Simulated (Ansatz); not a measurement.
**Ligand exchange: C2H3F + SnH3(SH) → C2H4S + SnH3F**

Species: C2H3F `C=CF`, singlet; SnH3(SH), singlet; C2H4S `C=CS`, singlet; SnH3F `[F][SnH3]`, singlet. The partners trade F for SH: C–F and Sn–SH bonds give way to C–SH and Sn–F.

Shapes, held fixed at every level: PBE0-D4/def2-TZVP. Flexible molecules stand in one conformer, not always the lowest. Programs: Ansatz 0.2.0. Electronic energies: no zero-point or thermal term.

| level | kind | ΔE (kJ/mol) | less CCSD(T)/def2-TZVPP | CPU time (sum over the molecules) |
| --- | --- | --- | --- | --- |
| HF/def2-TZVPP | Hartree–Fock | -15.6 | +5.8 | – |
| B3LYP-D4/def2-TZVPP | global hybrid | -24.3 | -2.9 | 11 s |
| PBE0-D4/def2-TZVPP | global hybrid | -18.1 | +3.3 | 8.5 s |
| wB97M-V/def2-TZVPP | range-separated hybrid | -20.8 | +0.6 | 31 s |
| B2PLYP/def2-TZVPP | double hybrid | -26.2 | -4.8 | 15 s |
| CCSD/def2-TZVPP | coupled cluster or CI | -20.1 | +1.3 | – |
| CCSD(T)/def2-TZVPP | coupled cluster or CI | -21.4 | 0.0 | 70 s |

The highest level, CCSD(T)/def2-TZVPP, gives ΔE = -21.4 kJ/mol; the levels span -26.2 to -15.6. The column of differences is taken from that level and isn't an error. No measured value is set beside it here. For atoms past krypton def2 sets carry core potentials with scalar relativity. Outer-core shells of Sn are correlated, in sets that cover them unevenly. Times are processor times on shared x86 and Arm servers, and rough.

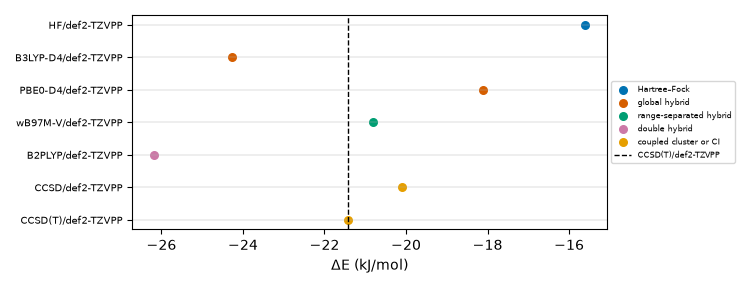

The values of the table, level by level.
